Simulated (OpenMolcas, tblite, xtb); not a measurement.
**GeO (SMILES [O]=[Ge]): methods side by side**

GeO has 2 atoms, charge 0, and is taken as a singlet. SMILES: `[O]=[Ge]`. Geometry: relaxed at PBE0-D4/def2-TZVP.

| atom | x (Å) | y (Å) | z (Å) |
| --- | --- | --- | --- |
| O | 0.0000 | 0.0000 | -0.0230 |
| Ge | 0.0000 | 0.0000 | 1.5995 |

Each level gives the energy change with the O1–Ge2 bond stretched from 1.623 to 3.570 Å (eV). The values are calculated.

```
                      level            kind     program  value (eV)  CPU time (all runs)
                     GFN-FF     force field         xtb        5.78            under 2 s
                   GFN2-xTB  semi-empirical      tblite        9.80            under 2 s
 SVWN5/cc-pVTZ (restricted)             LDA  OpenMolcas       12.41                 27 s
  BLYP/cc-pVTZ (restricted)             GGA  OpenMolcas        7.51                 26 s
 M06-L/cc-pVTZ (restricted)        meta-GGA  OpenMolcas        8.43                 40 s
  PBE0/cc-pVTZ (restricted)   global hybrid  OpenMolcas        9.39                 35 s
B2PLYP/cc-pVTZ (restricted)   double hybrid  OpenMolcas        9.65                 23 s
```

All-electron rows without a relativistic Hamiltonian named are non-relativistic. The first shape isn't each level's own minimum. The values span 5.78 to 12.41 eV. Times are those of the runs behind each value, whatever else they computed, on shared processors of several kinds: orders of magnitude only.

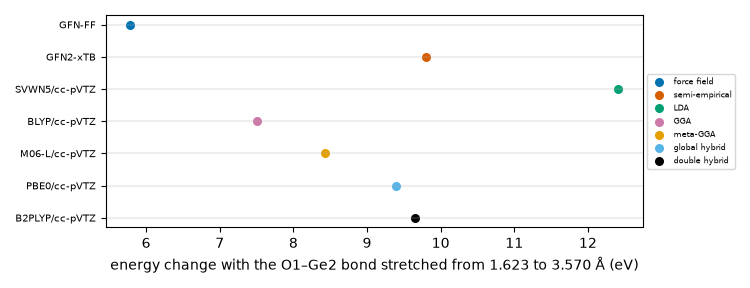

The values of the table, level by level.
